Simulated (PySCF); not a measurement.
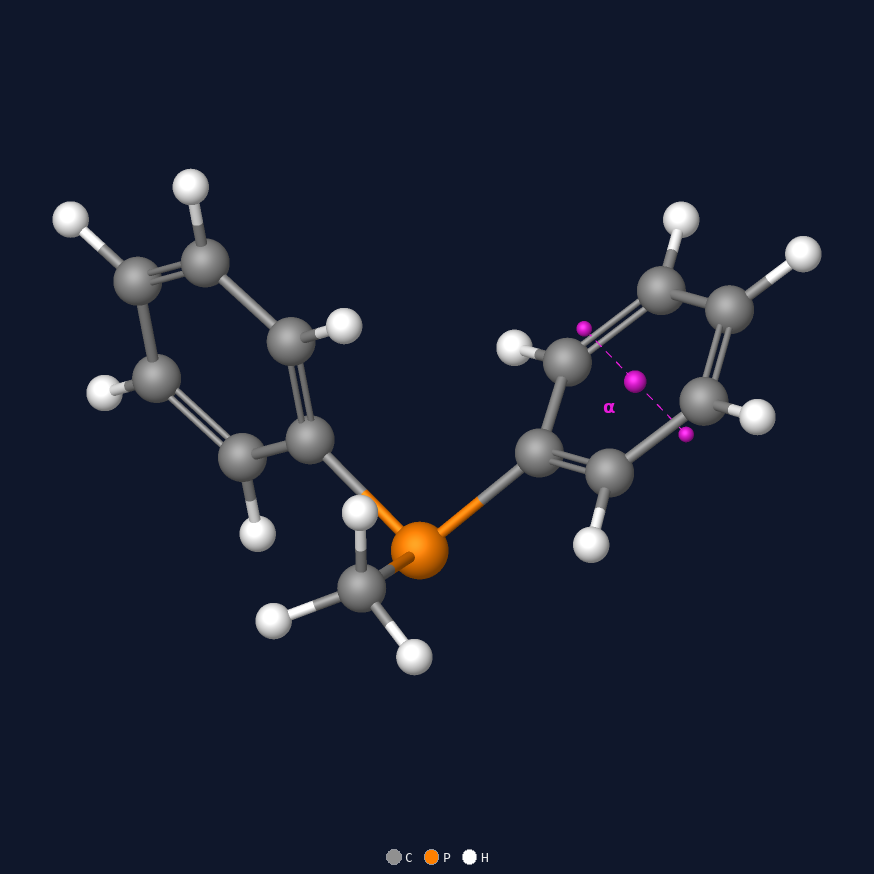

The small points mark where nucleus-independent chemical shifts (NICS) were computed: at the centre of each lettered ring and 1 Å above and below it. The geometry was computed by an optimisation with GFN2-xTB. No frequency run is at hand to confirm it as a minimum. Properties computed with GIAO KT3/pcSseg-1 NMR shielding, non-relativistic, gas phase (PySCF 2.14.0).

Give NICS(0), NICS(1) and the out-of-plane component NICS(1)zz for each ring (means of the two sides).

| ring | members | NICS(0) | NICS(1) | NICS(1)zz |
| --- | --- | --- | --- | --- |
| α | C6 | −7.7 | −10.2 | −26.3 |

Values in ppm.

What do the values say about the ring currents?

Answer. Ring α: diatropic, as in an aromatic ring. NICS is one index among several.

The geometry is semi-empirical. Around P such bond lengths and angles can be off by a tenth of an ångström or more and by several degrees, and values that hang on the shape move with them.
